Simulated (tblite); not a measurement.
Run report: C6H9ClSi, geometry relaxation (part 4 of 4)

Continued. System: C6H9ClSi. Method: GFN2-xTB geometry optimisation, gas phase (tblite 0.8.0). It belongs to a series of runs on one base structure; here: H on Si replaced by propynyl.

Geometry of the input (Å):
```
C  -3.1893  1.3715  -0.6267
C  -2.2113  0.4324  -0.1230
C  -1.3826  -0.3504  0.3136
Si -0.1126  -1.5407  0.9617
C  1.5588  -1.3114  0.1460
C  2.2096  0.0231  0.3825
C  2.4493  0.9245  -0.5811
Cl 3.2128  2.4310  -0.2662
H  -2.7041  2.2367  -1.0818
H  -3.8483  1.7341  0.1844
H  -3.8338  0.9005  -1.3850
H  0.0359  -1.3784  2.4408
H  -0.5755  -2.9403  0.7429
H  2.2429  -2.0926  0.4956
H  1.4318  -1.4723  -0.9355
H  2.5212  0.2460  1.4182
H  2.1883  0.7984  -1.6172
```

Trajectory as extended XYZ, continued
```
17
Properties=species:S:1:pos:R:3:forces:R:3 step=76 energy=-642.81077
C    -2.9342    1.4132   -0.6821    0.0030  -0.0010   0.0010
C    -2.0259    0.4317   -0.1371   -0.0020   0.0000   0.0220
C    -1.2678   -0.3831    0.3270    0.0010   0.0000   0.0100
Si   -0.0835   -1.5920    1.0503    0.0060  -0.0100   0.0030
C     1.5753   -1.3834    0.1059    0.0020   0.0020   0.0030
C     2.1345   -0.0327    0.3478    0.0050   0.0060  -0.0110
C     2.0402    0.9606   -0.5199   -0.0130  -0.0030   0.0030
Cl    2.6356    2.5466   -0.1921    0.0020   0.0060   0.0000
H    -2.3688    2.2436   -1.1046   -0.0120   0.0040  -0.0100
H    -3.5849    1.7921    0.1059    0.0010   0.0060  -0.0010
H    -3.5492    0.9650   -1.4622    0.0110   0.0000  -0.0080
H     0.1176   -1.3064    2.4753    0.0000  -0.0020  -0.0010
H    -0.5593   -2.9658    0.8516   -0.0140  -0.0100  -0.0070
H     2.2819   -2.1411    0.4431    0.0000   0.0020   0.0080
H     1.4023   -1.5361   -0.9591    0.0070   0.0060   0.0010
H     2.6015    0.1332    1.3088   -0.0030  -0.0040  -0.0090
H     1.5778    0.8668   -1.4896    0.0070  -0.0030  -0.0030
17
Properties=species:S:1:pos:R:3:forces:R:3 step=78 energy=-642.81093
C    -2.9310    1.4132   -0.6829    0.0040   0.0020   0.0020
C    -2.0257    0.4310   -0.1343    0.0180  -0.0090   0.0170
C    -1.2657   -0.3815    0.3309   -0.0080  -0.0020   0.0070
Si   -0.0831   -1.5942    1.0512   -0.0040  -0.0120   0.0160
C     1.5752   -1.3827    0.1065   -0.0070  -0.0070   0.0070
C     2.1332   -0.0317    0.3475    0.0040   0.0290  -0.0300
C     2.0342    0.9621   -0.5197   -0.0010  -0.0230   0.0220
Cl    2.6319    2.5476   -0.1943   -0.0020   0.0080  -0.0020
H    -2.3640    2.2421   -1.1055   -0.0010   0.0110  -0.0080
H    -3.5818    1.7940    0.1036   -0.0120   0.0090   0.0010
H    -3.5443    0.9664   -1.4650    0.0030  -0.0090  -0.0040
H     0.1185   -1.3123    2.4777   -0.0010  -0.0050  -0.0150
H    -0.5621   -2.9674    0.8492   -0.0050   0.0060  -0.0060
H     2.2830   -2.1389    0.4434    0.0070  -0.0080   0.0130
H     1.4016   -1.5369   -0.9579    0.0070   0.0100  -0.0060
H     2.6041    0.1342    1.3064   -0.0030  -0.0030  -0.0040
H     1.5689    0.8669   -1.4876    0.0030   0.0020  -0.0080
17
Properties=species:S:1:pos:R:3:forces:R:3 step=80 energy=-642.81110
C    -2.9223    1.4141   -0.6849    0.0020   0.0040   0.0030
C    -2.0215    0.4302   -0.1312    0.0170   0.0030   0.0040
C    -1.2622   -0.3813    0.3369   -0.0150  -0.0060   0.0030
Si   -0.0822   -1.5987    1.0540   -0.0080  -0.0020   0.0050
C     1.5746   -1.3834    0.1072   -0.0030  -0.0060   0.0030
C     2.1305   -0.0308    0.3454   -0.0010   0.0120  -0.0110
C     2.0201    0.9646   -0.5180    0.0100  -0.0110   0.0060
Cl    2.6178    2.5514   -0.1965   -0.0070  -0.0020   0.0000
H    -2.3521    2.2413   -1.1072    0.0040   0.0070  -0.0010
H    -3.5749    1.7982    0.0988   -0.0110   0.0060  -0.0050
H    -3.5338    0.9691   -1.4697    0.0060  -0.0140   0.0080
H     0.1210   -1.3195    2.4802    0.0000  -0.0060  -0.0060
H    -0.5650   -2.9704    0.8487    0.0010   0.0110  -0.0050
H     2.2849   -2.1372    0.4447    0.0050  -0.0070   0.0050
H     1.4004   -1.5382   -0.9570    0.0040   0.0020  -0.0030
H     2.6095    0.1335    1.3003   -0.0010   0.0050   0.0040
H     1.5482    0.8690   -1.4826   -0.0030   0.0060  -0.0100
17
Properties=species:S:1:pos:R:3:forces:R:3 step=82 energy=-642.81120
C    -2.9167    1.4151   -0.6860    0.0010   0.0050   0.0010
C    -2.0165    0.4315   -0.1301    0.0000   0.0170  -0.0010
C    -1.2593   -0.3806    0.3403   -0.0140  -0.0080   0.0030
Si   -0.0814   -1.6007    1.0559    0.0000   0.0070  -0.0100
C     1.5746   -1.3848    0.1071    0.0060   0.0010  -0.0020
C     2.1285   -0.0308    0.3441    0.0000  -0.0220   0.0170
C     2.0119    0.9652   -0.5170    0.0060   0.0110  -0.0220
Cl    2.6053    2.5539   -0.1961   -0.0060  -0.0060   0.0000
H    -2.3463    2.2422   -1.1086    0.0020   0.0000   0.0030
H    -3.5712    1.8002    0.0959   -0.0020   0.0010  -0.0080
H    -3.5271    0.9690   -1.4713    0.0110  -0.0120   0.0110
H     0.1245   -1.3233    2.4812    0.0020  -0.0040   0.0080
H    -0.5678   -2.9702    0.8492    0.0000   0.0000  -0.0060
H     2.2865   -2.1375    0.4447   -0.0030   0.0010  -0.0020
H     1.4000   -1.5392   -0.9574    0.0030  -0.0050   0.0060
H     2.6109    0.1326    1.2976   -0.0020   0.0100   0.0030
H     1.5370    0.8694   -1.4804   -0.0020   0.0060  -0.0030
17
Properties=species:S:1:pos:R:3:forces:R:3 step=84 energy=-642.81140
C    -2.9122    1.4161   -0.6863    0.0000   0.0050  -0.0030
C    -2.0104    0.4358   -0.1270   -0.0180   0.0240   0.0000
C    -1.2569   -0.3779    0.3462   -0.0050  -0.0070   0.0030
Si   -0.0807   -1.6017    1.0573    0.0120   0.0110  -0.0160
C     1.5751   -1.3862    0.1071    0.0090   0.0060  -0.0020
C     2.1265   -0.0305    0.3435    0.0030  -0.0450   0.0330
C     2.0068    0.9647   -0.5177   -0.0060   0.0220  -0.0380
Cl    2.5936    2.5554   -0.1958   -0.0020  -0.0020  -0.0010
H    -2.3440    2.2439   -1.1107    0.0010  -0.0040   0.0050
H    -3.5707    1.8018    0.0921    0.0060  -0.0030  -0.0050
H    -3.5193    0.9644   -1.4711    0.0090  -0.0070   0.0070
H     0.1297   -1.3306    2.4829    0.0000  -0.0020   0.0130
H    -0.5746   -2.9671    0.8460    0.0030  -0.0130  -0.0070
H     2.2886   -2.1379    0.4445   -0.0100   0.0070  -0.0030
H     1.4009   -1.5402   -0.9576    0.0000  -0.0080   0.0110
H     2.6092    0.1341    1.2968   -0.0060   0.0100  -0.0040
H     1.5312    0.8679   -1.4810    0.0040   0.0050   0.0080
17
Properties=species:S:1:pos:R:3:forces:R:3 step=86 energy=-642.81159
C    -2.9120    1.4164   -0.6855    0.0000   0.0020  -0.0030
C    -2.0097    0.4401   -0.1209   -0.0090   0.0080   0.0050
C    -1.2587   -0.3755    0.3531    0.0030   0.0000   0.0000
Si   -0.0813   -1.6025    1.0570    0.0060   0.0050  -0.0020
C     1.5755   -1.3850    0.1084    0.0000   0.0010   0.0010
C     2.1263   -0.0293    0.3437   -0.0020  -0.0110   0.0080
C     2.0085    0.9641   -0.5206   -0.0060   0.0050  -0.0110
Cl    2.5956    2.5547   -0.1994   -0.0010   0.0050  -0.0030
H    -2.3447    2.2437   -1.1117    0.0010   0.0000   0.0020
H    -3.5742    1.8033    0.0889    0.0030  -0.0010   0.0000
H    -3.5144    0.9581   -1.4697    0.0010   0.0000  -0.0010
H     0.1307   -1.3408    2.4849   -0.0020  -0.0030   0.0000
H    -0.5807   -2.9653    0.8373    0.0120  -0.0050  -0.0040
H     2.2887   -2.1363    0.4464   -0.0040   0.0020   0.0040
H     1.4028   -1.5401   -0.9562   -0.0040  -0.0060   0.0050
H     2.6073    0.1395    1.2973   -0.0070   0.0000  -0.0060
H     1.5331    0.8670   -1.4840    0.0070   0.0000   0.0070
17
Properties=species:S:1:pos:R:3:forces:R:3 step=88 energy=-642.81163
C    -2.9127    1.4163   -0.6853    0.0010   0.0000   0.0010
C    -2.0119    0.4396   -0.1194    0.0030  -0.0020   0.0050
C    -1.2607   -0.3764    0.3538    0.0010   0.0030  -0.0020
Si   -0.0820   -1.6029    1.0566   -0.0010   0.0010   0.0020
C     1.5751   -1.3840    0.1093   -0.0020  -0.0020   0.0010
C     2.1268   -0.0287    0.3438   -0.0050   0.0100  -0.0070
C     2.0099    0.9645   -0.5213    0.0000  -0.0040   0.0060
Cl    2.6006    2.5542   -0.2019   -0.0030   0.0020  -0.0020
H    -2.3439    2.2427   -1.1111    0.0000   0.0020   0.0010
H    -3.5750    1.8038    0.0886   -0.0010   0.0020   0.0000
H    -3.5148    0.9580   -1.4698    0.0000   0.0020  -0.0020
H     0.1283   -1.3426    2.4851   -0.0010  -0.0030  -0.0020
H    -0.5791   -2.9667    0.8350    0.0130   0.0020  -0.0030
H     2.2878   -2.1353    0.4479    0.0000  -0.0020   0.0050
H     1.4027   -1.5397   -0.9551   -0.0040  -0.0060   0.0010
H     2.6083    0.1410    1.2968   -0.0040  -0.0040  -0.0010
H     1.5336    0.8680   -1.4839    0.0040  -0.0030  -0.0020
17
Properties=species:S:1:pos:R:3:forces:R:3 step=90 energy=-642.81167
C    -2.9112    1.4168   -0.6856   -0.0010   0.0000   0.0040
C    -2.0121    0.4394   -0.1180    0.0070  -0.0050  -0.0010
C    -1.2612   -0.3772    0.3547   -0.0010   0.0040  -0.0020
Si   -0.0822   -1.6035    1.0570   -0.0050  -0.0020   0.0010
C     1.5746   -1.3837    0.1101    0.0000   0.0000  -0.0010
C     2.1260   -0.0282    0.3434   -0.0020   0.0120  -0.0090
C     2.0076    0.9653   -0.5213    0.0030  -0.0040   0.0100
Cl    2.5999    2.5550   -0.2040   -0.0050  -0.0020   0.0010
H    -2.3407    2.2424   -1.1107   -0.0020   0.0010   0.0000
H    -3.5738    1.8052    0.0875   -0.0030   0.0040  -0.0010
H    -3.5129    0.9588   -1.4708    0.0030   0.0040   0.0010
H     0.1270   -1.3451    2.4856    0.0000  -0.0010   0.0040
H    -0.5761   -2.9681    0.8335    0.0090   0.0010  -0.0030
H     2.2873   -2.1348    0.4494    0.0010   0.0010   0.0020
H     1.4016   -1.5404   -0.9541   -0.0010  -0.0050  -0.0010
H     2.6095    0.1413    1.2952   -0.0020  -0.0020   0.0040
H     1.5297    0.8690   -1.4829    0.0000  -0.0050  -0.0080
17
Properties=species:S:1:pos:R:3:forces:R:3 step=92 energy=-642.81172
C    -2.9083    1.4177   -0.6858   -0.0020   0.0020   0.0040
C    -2.0096    0.4416   -0.1155    0.0010  -0.0030  -0.0070
C    -1.2598   -0.3760    0.3571    0.0010   0.0040   0.0020
Si   -0.0816   -1.6038    1.0578   -0.0020  -0.0040   0.0010
C     1.5745   -1.3843    0.1104    0.0000   0.0010  -0.0020
C     2.1239   -0.0278    0.3427    0.0060  -0.0010  -0.0040
C     2.0036    0.9656   -0.5216    0.0010  -0.0030   0.0010
Cl    2.5928    2.5565   -0.2048   -0.0040  -0.0030   0.0010
H    -2.3380    2.2434   -1.1112    0.0000  -0.0010   0.0000
H    -3.5727    1.8069    0.0853   -0.0030   0.0030   0.0010
H    -3.5082    0.9578   -1.4713    0.0030   0.0050   0.0020
H     0.1285   -1.3497    2.4868   -0.0010   0.0020   0.0080
H    -0.5744   -2.9676    0.8308    0.0020  -0.0080  -0.0030
H     2.2878   -2.1346    0.4506    0.0000   0.0050   0.0000
H     1.4005   -1.5431   -0.9533    0.0030  -0.0020  -0.0010
H     2.6083    0.1413    1.2941   -0.0040   0.0040   0.0050
H     1.5257    0.8681   -1.4831   -0.0010  -0.0030  -0.0070
```

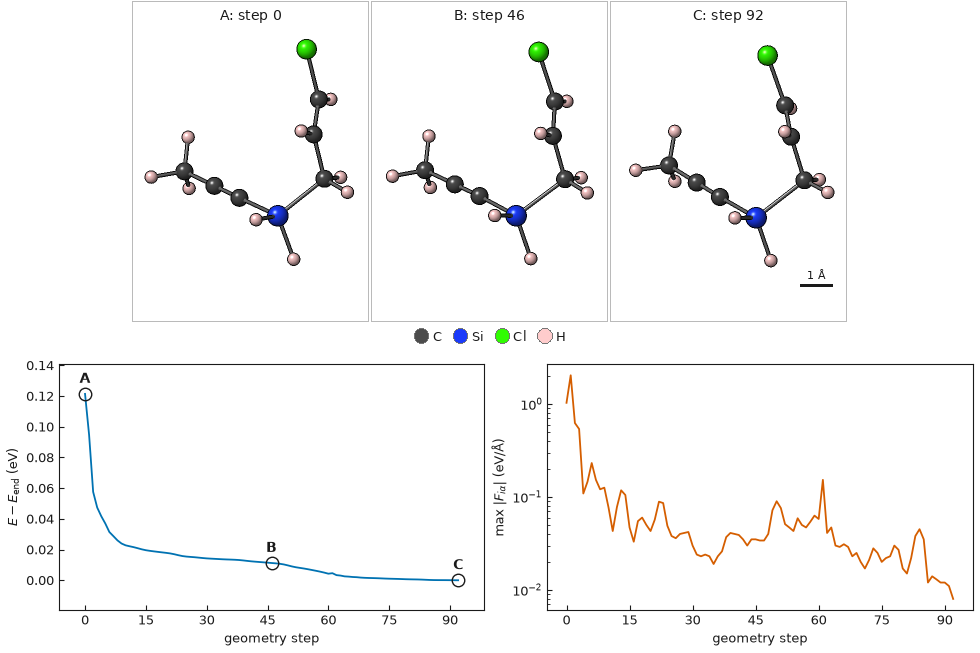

**Figure 1.** Frames of the relaxation (ball-and-stick view, seen at a tilt) above the curves, on which the letters mark them (steps are counted from 0).

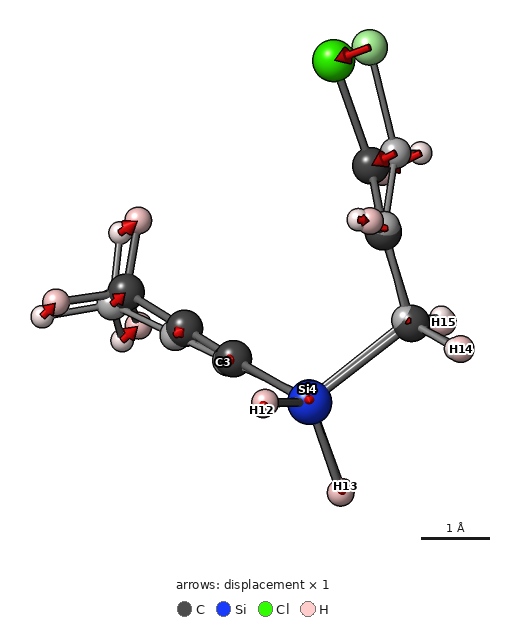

**Figure 2.** Start (faint) and end (solid) with the displacements as red arrows, at true length (ball-and-stick view, seen at a tilt). The two geometries are laid on each other by the best rigid fit. H17 moves most after the best rigid fit: 0.68 Å. Largest moves by element: H 0.68 Å, Cl 0.64 Å, C 0.45 Å, Si 0.12 Å. Among the contacts that change: Si4–C5 1.874 → 1.921 Å, Si4–H12 1.495 → 1.467 Å, C6–H16 1.104 → 1.081 Å, Si4–H13 1.490 → 1.468 Å. Among the angles that change: C3–Si4–C5 112.3° → 106.7°, H12–Si4–H13 106.1° → 111.1°, Si4–C5–C6 115.2° → 110.3°. The energy falls by 0.121 eV in 92 geometry steps. Largest force component: 1 eV/Å at the start, 0.008 eV/Å at the end. (Atoms are counted from 1 in the order of the input.)
